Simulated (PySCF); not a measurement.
**C5H9N3Si: NMR shielding calculation**

System: C5H9N3Si, SMILES C=CCn1ncc([SiH3])n1.
Method: GIAO PBE0/pcSseg-1 NMR shielding, non-relativistic, IEF-PCM tetrahydrofuran (PySCF 2.14.0).

The geometry comes from this level: PBE0-D3(BJ)/def2-SVP. It belongs to a series of runs on one base structure; here: solvent tetrahydrofuran. Figures and captions count atoms from 1; the log counts them from 0 in places.

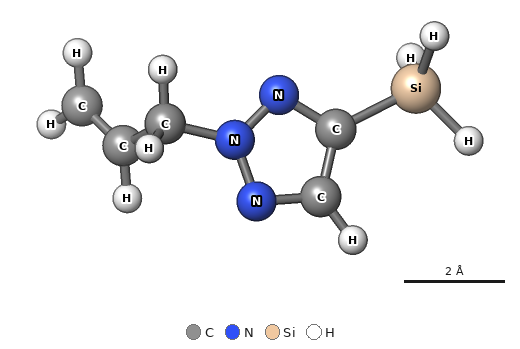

**Figure 1.** The structure (ball-and-stick view, seen at a tilt). Bond lengths as drawn: C–C 1.33 to 1.50 Å, C–H 1.09 to 1.10 Å, C–N 1.33 to 1.45 Å, C–Si 1.87 Å, H–Si 1.49 Å and N–N 1.31 Å.

**The input**
```
{"job": {"kind": "nmr", "xc": "PBE0", "basis": "pcSseg-1", "solvent": "tetrahydrofuran", "pop": false}, "charge": 0, "multiplicity": 1}
C     -3.009637    -0.132057    -0.367184
C     -2.190888    -0.223047     0.679060
C     -1.269811     0.872887     1.120649
N      0.103809     0.420420     1.236459
N      0.487747    -0.366816     2.217276
C      1.765182    -0.609773     1.946882
C      2.115783     0.068525     0.758947
Si     3.737555     0.155623    -0.169125
N      1.015479     0.709498     0.339052
H     -3.681012    -0.951348    -0.636458
H     -3.041417     0.764325    -0.994263
H     -2.165030    -1.131925     1.290958
H     -1.264051     1.706931     0.407973
H     -1.567404     1.251550     2.111324
H      2.371415    -1.237205     2.597446
H      3.602030    -0.430371    -1.535388
H      4.203831     1.568049    -0.292591
H      4.746893    -0.630332     0.602501
```

The first line tells a small driver script what to run in PySCF; the rest is the geometry in Å.

Command:
```bash
OMP_NUM_THREADS=1 python <driver script> task.json out
```

**What the program printed**
```
coarse grid: 15824 points
cycle   1  E = -648.9356958004  dE =  1.381e+00  |g| = 5.247e-01  |ddm| = 3.963e+00
cycle   2  E = -648.8462384912  dE =  8.946e-02  |g| = 8.649e-01  |ddm| = 9.776e-01
cycle   3  E = -648.9954793927  dE = -1.492e-01  |g| = 9.492e-02  |ddm| = 6.076e-01
cycle   4  E = -648.9971211416  dE = -1.642e-03  |g| = 4.746e-02  |ddm| = 1.122e-01
cycle   5  E = -648.9976529682  dE = -5.318e-04  |g| = 1.263e-02  |ddm| = 4.169e-02
cycle   6  E = -648.9976824260  dE = -2.946e-05  |g| = 3.533e-03  |ddm| = 1.002e-02
cycle   7  E = -648.9976852826  dE = -2.857e-06  |g| = 7.495e-04  |ddm| = 3.093e-03
final grid: 149296 points
cycle   8  E = -649.0474455102  dE = -3.251e-05  |g| = 6.761e-03  |ddm| = 3.018e-02
cycle   9  E = -649.0474448752  dE =  6.350e-07  |g| = 7.058e-03  |ddm| = 1.259e-02
cycle  10  E = -649.0474569189  dE = -1.204e-05  |g| = 1.540e-03  |ddm| = 6.517e-03
cycle  11  E = -649.0474574563  dE = -5.373e-07  |g| = 2.478e-04  |ddm| = 1.296e-03
cycle  12  E = -649.0474574674  dE = -1.119e-08  |g| = 8.577e-05  |ddm| = 1.916e-04
cycle  13  E = -649.0474574688  dE = -1.310e-09  |g| = 2.948e-05  |ddm| = 6.763e-05
cycle  14  E = -649.0474574689  dE = -1.637e-10  |g| = 4.717e-06  |ddm| = 2.315e-05
```

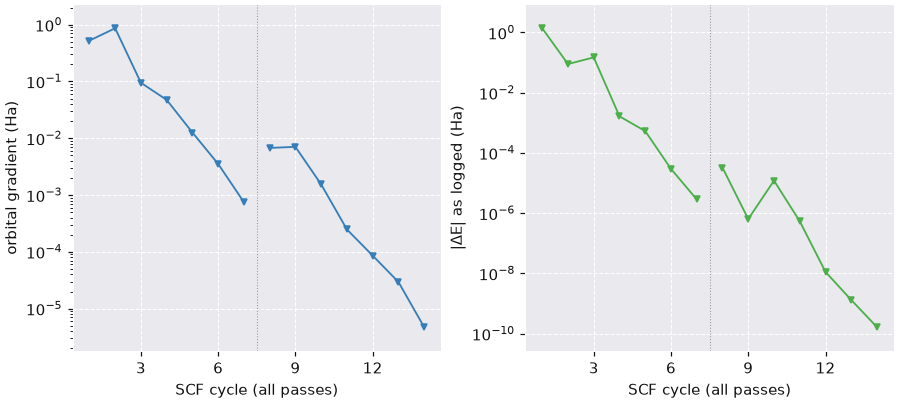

**Figure 2.** Convergence of the self-consistent field: orbital gradient and size of the energy change against the SCF cycle. The dotted line marks the change from a coarse to the final integration grid. The first 7 cycles use a coarse grid, the final grid takes over at cycle 8, and the field converges after 14 cycles in all.

```
converged SCF energy = -649.0474574689

GIAO shielding tensors (ppm)
atom      isotropic    diamagn.    paramagn.     s11        s22        s33       span
  0 C       56.488     254.614    -198.125    -57.101     68.514    158.052    215.153
  1 C       41.231     257.302    -216.071    -80.123     53.355    150.462    230.585
  2 C      124.511     245.932    -121.420    103.677    117.272    152.585     48.909
  3 N      -30.217     335.677    -365.894   -151.683     -8.167     69.199    220.882
  4 N      -87.553     327.760    -415.313   -303.147   -139.809    180.298    483.445
  5 C       35.509     255.150    -219.641    -51.929     38.130    120.325    172.254
  6 C       45.704     256.814    -211.110    -26.173     25.588    137.697    163.870
  7 Si     432.148     879.923    -447.775    414.574    421.292    460.578     46.004
  8 N     -108.614     326.132    -434.746   -333.603   -152.798    160.560    494.162
  9 H       25.602      28.376      -2.774     22.746     24.738     29.322      6.576
 10 H       25.411      30.790      -5.380     21.859     25.035     29.337      7.477
 11 H       24.841      31.409      -6.569     21.785     24.091     28.646      6.860
 12 H       26.370      31.753      -5.383     22.486     27.194     29.429      6.943
 13 H       26.148      28.587      -2.438     22.804     25.598     30.043      7.240
 14 H       23.221      30.744      -7.522     20.644     23.285     25.736      5.092
 15 H       26.760      28.523      -1.763     23.371     25.238     31.672      8.301
 16 H       26.752      27.432      -0.680     23.300     25.212     31.745      8.446
 17 H       26.830      27.225      -0.395     23.218     25.768     31.503      8.285
```

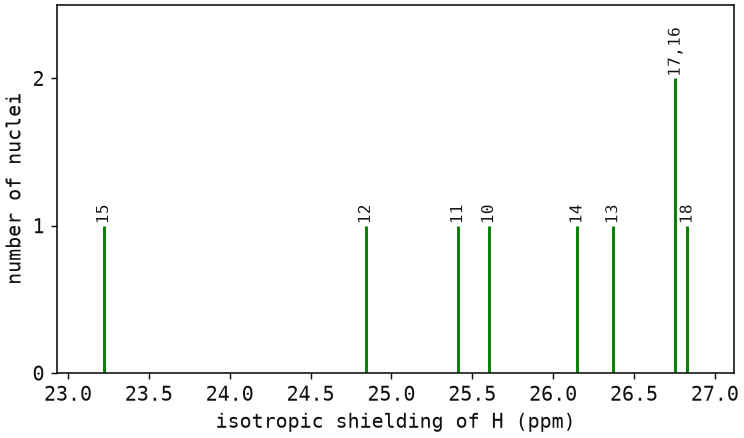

**Figure 3.** Isotropic shieldings of the hydrogen nuclei in this fixed geometry, labelled by atom number; shielding grows to the right, so chemical shift grows to the left. The least shielded is H15 (23.2 ppm), the most shielded H18 (26.8 ppm).

**Summary**

| quantity | value |
| --- | --- |
| outcome | converged |
| total energy | −649.047457 hartree |
| HOMO | −7.69 eV |
| LUMO | −0.55 eV |
| dipole moment | 1.13 D |
| isotropic shielding, C | 35.5 to 124.5 ppm |
| isotropic shielding, N | −108.6 to −30.2 ppm |
| isotropic shielding, Si | 432.1 ppm |
| isotropic shielding, H | 23.2 to 26.8 ppm |
| hardware | 1 CPU thread, shared host |
| wall time | 39 s |
| peak memory | 1.1 GiB |
